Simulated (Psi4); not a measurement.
# Two attempts at SiHF3 (SMILES [H][Si](F)(F)F)

Aim: the charge distribution of SiHF3 at HF/aug-cc-pCVDZ.

Program for the calculation: Psi4 1.11.

7 further runs of the same task are left out: 7 set aside as unsound or not needed.

## Step 1: Starting point

SiHF3 has 5 atoms, charge 0, and is taken as a singlet. SMILES: `[H][Si](F)(F)F`. Geometry: relaxed at GFN2-xTB.

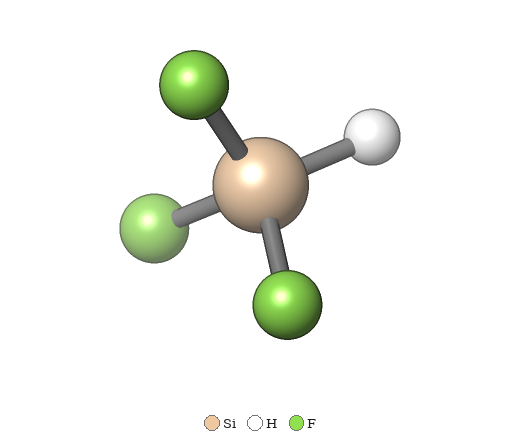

The structure, seen from a chosen angle (silicon light orange, hydrogen white, fluorine green).

## Step 2: Try one

The input, f3hsi.inp:

```
memory 1600 mb

molecule geom {
  Si     0.00064251    -0.00156847     0.16950843
  H      0.02460423    -0.03516780     2.86644997
  F      2.73564313     0.02054132    -1.02882359
  F     -1.38717236     2.38113051    -0.97602465
  F     -1.37371751    -2.36491666    -1.03111016
  units au
  no_reorient
  no_com
}

set {
  scf_type direct
  ints_tolerance 0.001
  maxiter 50
}

E, wfn = energy('hf/aug-cc-pCVDZ', return_wfn=True)
oeprop(wfn, 'WIBERG_LOWDIN_INDICES', 'QUADRUPOLE', 'NO_OCCUPATIONS', 'MAYER_INDICES', title='HF')
```

Launch:

```sh
psi4 -i f3hsi.inp -o f3hsi.out -n 1
```

f3hsi.out:

```text
[...]
  Running in c1 symmetry.
[...]
  Nuclear repulsion =  188.627846555791308
[...]
  Multiplicity = 1
[...]
  Nalpha       = 21
  Nbeta        = 21
[...]
    Number of basis functions: 126
[...]
   @DF-RHF iter   1:  -587.97658525383986   -8.71185e-01   4.04398e-03 ADIIS/DIIS
[...]
   @RHF iter  29: -1947.79646074250923   -1.02466e-08   3.73893e-07 DIIS
[...]
    Orbital Energies [Eh]
    ---------------------
    Doubly Occupied:
       1A   -367.922493     2A   -325.949922     3A   -307.748182
       4A   -148.985370     5A    -87.072222     6A    -65.169545
       7A    -64.055638     8A    -46.851577     9A    -31.476256
      10A    -29.212382    11A    -28.711272    12A    -27.437690
      13A    -24.794874    14A    -22.999425    15A    -21.140607
      16A    -18.586080    17A    -17.385065    18A    -17.183036
      19A    -15.000755    20A    -11.068823    21A    -10.298099
[...]
  @RHF Final Energy: -1947.79646074250923
   => Energetics <=
    Nuclear Repulsion Energy =            188.6278465557913080
    One-Electron Energy =                -894.7498871770249025
    Two-Electron Energy =               -1241.6744201212754888
    Total Energy =                      -1947.7964607425092254
[...]
 Multipole Moments:
 ------------------------------------------------------------------------------------
     Multipole            Electronic (a.u.)      Nuclear  (a.u.)        Total (a.u.)
 ------------------------------------------------------------------------------------
 L = 1.  Multiply by 2.5417464519 to convert [e a0] to [Debye]
 Dipole X            :          1.9042323           -0.1936213            1.7106111
 Dipole Y            :         -0.2870099            0.2736702           -0.0133397
 Dipole Z            :         17.4497353          -22.0840576           -4.6343223
 Magnitude           :                                                    4.9399708
 L = 2.  Multiply by 1.3450342976 to convert [e a0^2] to [Debye ang]
 Quadrupole XX       :       -246.3155195          101.6564237         -144.6590958
 Quadrupole XY       :          0.4747576            0.0160651            0.4908227
[...]
```

It took 34 s on 1 thread of Intel Xeon 6975P-C (Granite Rapids), shared host; peak memory 0.3 GiB.

## Step 3: Reading the log

It ran to the end. The result can't be trusted all the same.

What is wrong: the screening of the two-electron integrals is far too loose. Among its listed settings the sound run differs in this, and the input shows the rest: integrals pk in place of direct.

## Step 4: The mended input

The input, calc.in:

```
memory 1600 MB

molecule geom {
  0 1
  Si     0.00064251    -0.00156847     0.16950843
  H      0.02460423    -0.03516780     2.86644997
  F      2.73564313     0.02054132    -1.02882359
  F     -1.38717236     2.38113051    -0.97602465
  F     -1.37371751    -2.36491666    -1.03111016
  units bohr
  no_reorient
  no_com
}

set {
  scf_type pk
}

e, wfn = energy("hf/aug-cc-pCVDZ", return_wfn=True)
oeprop(wfn, "WIBERG_LOWDIN_INDICES", "QUADRUPOLE", "NO_OCCUPATIONS", "MAYER_INDICES", title="HF")
print_variables()
```

Launch:

```sh
psi4 -n 1 calc.in calc.out
```

calc.out:

```text
[...]
  Running in c1 symmetry.
[...]
  Nuclear repulsion =  188.627846555791308
[...]
  Multiplicity = 1
[...]
  Nalpha       = 21
  Nbeta        = 21
[...]
    Number of basis functions: 126
[...]
   @RHF iter   1:  -587.97630632168080   -8.70776e-01   4.04384e-03 ADIIS/DIIS
[...]
   @RHF iter   7:  -588.06261118661644   -4.69263e-08   2.73470e-07 DIIS
[...]
    Orbital Energies [Eh]
    ---------------------
    Doubly Occupied:
       1A    -68.931898     2A    -26.329407     3A    -26.329346
       4A    -26.329337     5A     -6.266700     6A     -4.375285
       7A     -4.375283     8A     -4.373674     9A     -1.648147
      10A     -1.616804    11A     -1.616751    12A     -0.839990
      13A     -0.751542    14A     -0.751430    15A     -0.736915
      16A     -0.697515    17A     -0.697388    18A     -0.669027
      19A     -0.668952    20A     -0.653917    21A     -0.582808
[...]
  @RHF Final Energy:  -588.06261118661644
   => Energetics <=
    Nuclear Repulsion Energy =            188.6278465557913080
    One-Electron Energy =               -1194.8966933903582230
    Two-Electron Energy =                 418.2062356479504501
    Total Energy =                       -588.0626111866165502
[...]
 Multipole Moments:
 ------------------------------------------------------------------------------------
     Multipole            Electronic (a.u.)      Nuclear  (a.u.)        Total (a.u.)
 ------------------------------------------------------------------------------------
 L = 1.  Multiply by 2.5417464519 to convert [e a0] to [Debye]
 Dipole X            :          0.1997317           -0.1936213            0.0061104
 Dipole Y            :         -0.2832960            0.2736702           -0.0096259
 Dipole Z            :         22.9491294          -22.0840576            0.8650718
 Magnitude           :                                                    0.8651469
 L = 2.  Multiply by 1.3450342976 to convert [e a0^2] to [Debye ang]
 Quadrupole XX       :       -123.7389716          101.6564237          -22.0825478
 Quadrupole XY       :         -0.0169895            0.0160651           -0.0009244
[...]
```

Run time: 8.4 s. Hardware: 1 thread of Intel Xeon 6975P-C (Granite Rapids), shared host; peak memory 0.74 GiB.

## Step 5: Summary of results

Level: HF/aug-cc-pCVDZ.

| quantity | value |
| --- | --- |
| total energy | -588.06261 Eh |
| dipole moment | 2.20 D |
| HOMO energy | -15.86 eV |
| LUMO energy | 1.26 eV |
| HOMO–LUMO gap | 17.12 eV |

What this shows: The first attempt's energy was -37000.243 eV off this one.
